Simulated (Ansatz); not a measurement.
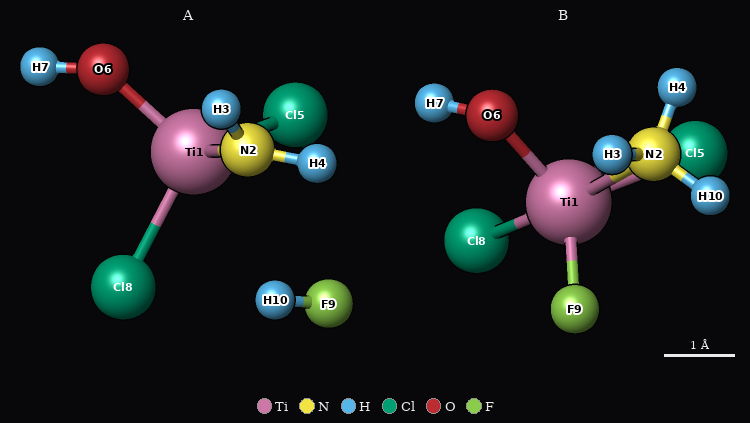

Two geometries of TiNH$_{4}$OCl$_{2}$F, drawn at one scale. One is the start of a relaxation, the other its converged end. A ball-and-stick model, seen from a free direction.

The calculation used Ansatz, RKS PBE-D4/def2-SVP. Set-up: no spin polarisation; force threshold 0.03 eV/Å; at most 50 steps.

**Which one is relaxed?**

Structure B is the relaxed one. The run prepares an end point of a later path (reaction) calculation, from a guessed geometry. After 30 accepted moves (34 points after the start) the energy has fallen by 1.851 eV. The largest force component goes from 2 to 0.027 eV/Å. The line search rejected the trial steps at points 2, 6, 29, 31 of the run. The forces were under the threshold at step 28, but the run went on from there. The largest moves after the best rigid fit, 1.85 Å, are those of F9 and H10. By element the largest moves are F 1.85 Å, H 1.84 Å, Cl 1.60 Å, O 0.91 Å, Ti 0.73 Å, N 0.46 Å. Some distances before and after: F9–H10 0.934 → 2.788 Å, Ti1–F9 3.027 → 1.765 Å, N2–H10 2.258 → 1.029 Å, Ti1–N2 1.997 → 2.298 Å. New bonds form, among them: N2–H10 (2.26 → 1.03 Å), Ti1–F9 (3.03 → 1.76 Å). Bonds break, among them: F9–H10 (0.93 → 2.79 Å). Bond angles that change, for instance: N2–Ti1–Cl8 110.3° → 175.1°, N2–Ti1–Cl5 112.9° → 82.6°, N2–Ti1–O6 105.0° → 78.7°. The run took 83 s on 4 threads of Arm Neoverse V2 (shared host), peak memory 0.22 GiB.
